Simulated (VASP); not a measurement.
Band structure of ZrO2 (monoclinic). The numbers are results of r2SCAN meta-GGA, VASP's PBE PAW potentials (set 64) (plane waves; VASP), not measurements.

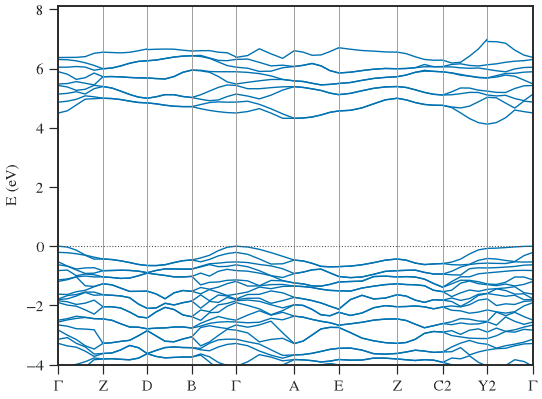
Fig. 1. Bands along high-symmetry lines, zero at the valence-band maximum or, without a gap, the Fermi level

### Question
Read the plot: is there a gap, and where are the band edges?

### Answer
The gap is indirect, 4.12 eV, from the valence maximum at Γ to the conduction minimum at Y2.

The compound is ZrO2 in the monoclinic structure. It was relaxed first.
